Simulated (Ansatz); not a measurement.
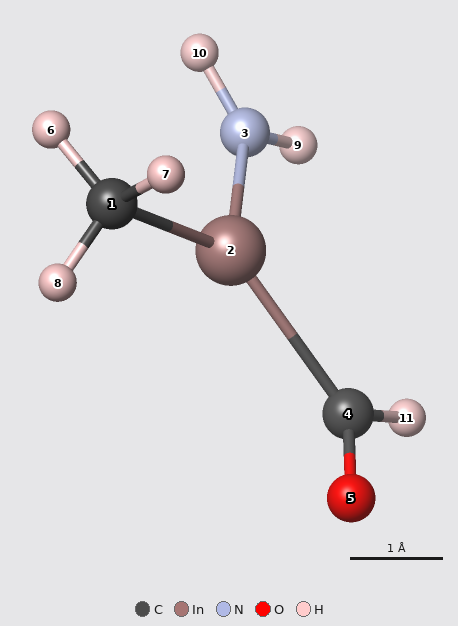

**Figure 1.** The structure as given in the input (ball-and-stick view, seen at a tilt; atoms are numbered from 1 in the order of the input). Sticks mark near contacts. Bond lengths as drawn: C–H 1.09 to 1.12 Å, C–In 2.14 to 2.23 Å, C–O 1.20 Å, H–N 1.01 Å and In–N 2.02 Å.

Single-point calculation, with input and output: C2H6InNO

System: C2H6InNO.
Method: RKS BHLYP-D4/def2-TZVPP (Ansatz 0.2.0).

The geometry comes from this level: PBE0-D4/def2-TZVP.

### Log
```
Functional definition: BHLYP
  name "BHLYP"
  cite "Becke, J. Chem. Phys. 98, 1372 (1993) doi:10.1063/1.464304"
  cite "Becke, Phys. Rev. A 38, 3098 (1988) doi:10.1103/PhysRevA.38.3098"
  cite "Lee, Yang & Parr, Phys. Rev. B 37, 785 (1988) doi:10.1103/PhysRevB.37.785"
  parameter a = 0.5
  exchange = (1 - a)*b88_x + a*exact_x
  correlation = lyp_c
1667 factors; their error is unknown
mean field evaluation 1: about -10866.5742 eV, gradient 7.8e1 eV
mean field evaluation 2: about -10857.1184 eV, gradient 1.0e2 eV
mean field evaluation 4: about -10878.6170 eV, gradient 4.4e0 eV
mean field evaluation 8: about -10878.6620 eV, gradient 1.9e-1 eV
mean field evaluation 16: about -10878.7789 eV, gradient 3.1e-4 eV
mean field -10878.77891897 eV, -399.7877513708 hartree, gradient 1.8e-5 eV, S^2 0.000000; 0 other end points of the search recorded, 0 dependent functions left out
reference -10878.77913019 eV, -399.7877591330 hartree; 27, 27 occupied and 231, 231 virtual orbitals, 1667 factors
Total energy: -10879.04028605 eV, -399.7973564339 hartree
```

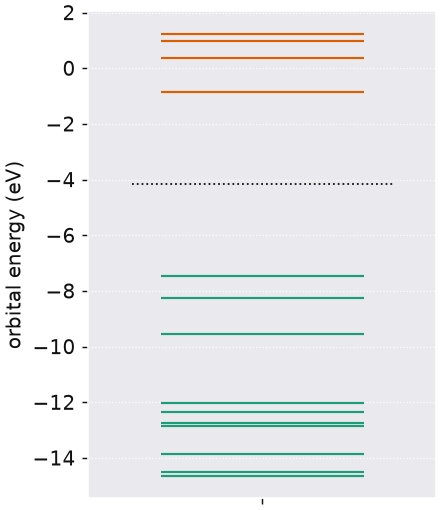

**Figure 2.** Orbital energies near the frontier; the dotted line parts filled from empty levels, and levels within 0.02 eV of each other stand side by side. Highest filled −7.45 eV, lowest empty −0.84 eV, 6.61 eV apart.

This output came from the following input.

### Input file
```yaml
crystal:
  periodic: [false, false, false]
  atoms:
    - {symbol: C, position_ang: [-0.643651, 1.021992, 1.638241]}
    - {symbol: In, position_ang: [0.003692, -0.048417, -0.101097]}
    - {symbol: N, position_ang: [1.887428, -0.773178, -0.129705]}
    - {symbol: C, position_ang: [-1.070770, -0.536869, -1.987719]}
    - {symbol: O, position_ang: [-2.191297, -0.166147, -2.212846]}
    - {symbol: H, position_ang: [0.215401, 1.297113, 2.250327]}
    - {symbol: H, position_ang: [-1.312373, 0.393313, 2.228346]}
    - {symbol: H, position_ang: [-1.186248, 1.922372, 1.349798]}
    - {symbol: H, position_ang: [2.291034, -1.292807, -0.891489]}
    - {symbol: H, position_ang: [2.551661, -0.665317, 0.619252]}
    - {symbol: H, position_ang: [-0.544847, -1.152055, -2.763097]}
basis:
  gaussian: {orbitals: def2-TZVPP}
hamiltonian: {xc: {name: BHLYP}, dispersion: d4}
output: {orbitals: {seedname: orbitals}}
```

Run as:
```bash
ansatz run in.yaml --threads 4 --pin off --events-out ev --progress --plain --max-ram 10444MiB
```

### Key numbers

| quantity | value |
| --- | --- |
| outcome | converged |
| total energy | −10879.0403 eV |
| mean-field energy | −10878.7791 eV |
| dispersion energy | −0.2612 eV |
| SCF solution under orbital rotations | stable |
| HOMO | −7.45 eV |
| LUMO | −0.84 eV |
| hardware | 4 threads of Arm Neoverse V1, 23 GiB of memory available, shared host |
| wall time | 3.5 s (CPU time 13 s) |
| peak memory | 0.67 GiB |
